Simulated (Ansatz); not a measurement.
# Amorphous W₂₄Si₂₄

A CHGNet melt-quench gave the starting glass, which DFT then relaxed. The hot cell started wider than the set density and was brought back towards it in steps. It is the lowest in DFT energy of 2 quenches. It is a model cell: composition and starting density were chosen by hand, and all elements were melted together. No dispersion term was used.

Method: PBE, scalar-relativistic without spin-orbit coupling (plane waves to 420 eV, PAW; Ansatz, a program for electronic structure). Geometry, pressure, stress and energy are those of the PBE run. Its sampling: a 2×2×2 Γ-centred mesh; Fermi-Dirac width 0.1 eV; no spin polarisation.

- Number of atoms in the cell = 48
- Density (volume relaxed, without dispersion) = 11.75 g/cm³
- Volume per atom = 14.97 Å³
- Pressure on a 2×2×2 Γ-centred mesh = 0.15 GPa
- Largest force and stress component on that mesh (the relaxation ran on one k-point at (1/4, 1/4, 1/4)) = 0.42 eV/Å and 0.6 GPa
- Gap on a 2×2×2 Γ-centred mesh (PBE) = within the smearing (under twice its width)

Bonds are counted up to W-W 3.66 Å, W-Si 3.18 Å, Si-Si 2.70 Å.

Mean coordination of W: 12.88 (9 with 12, 10 with 13, 4 with 14, 1 with 15)
Mean coordination of Si: 8.04 (5 with 7, 13 with 8, 6 with 9)
Mean W-W bond: 3.017 Å (spread 0.210 Å, 84 counted)
Mean W-Si bond: 2.657 Å (spread 0.158 Å, 141 counted)

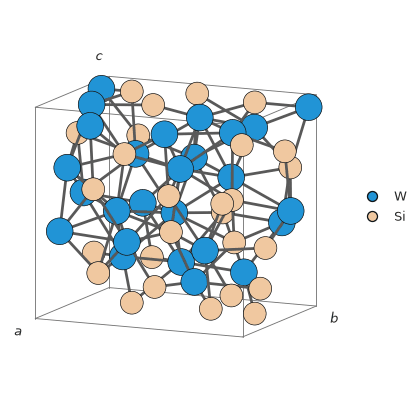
*The relaxed cell*

Its density started from a set value of 11.46 g/cm³. Cooling (nominally 200 K/ps over its main leg) ran many orders faster than in experiment, which tends to leave more defects and strain. Values belong to this one cell and scatter from quench to quench. Volume and shape were free in the relaxation. Stress components on the final sampling reach 0.6 GPa. On a 2×2×2 Γ-centred mesh force components of up to 0.42 eV/Å stay, since the relaxation ran on one k-point at (1/4, 1/4, 1/4).
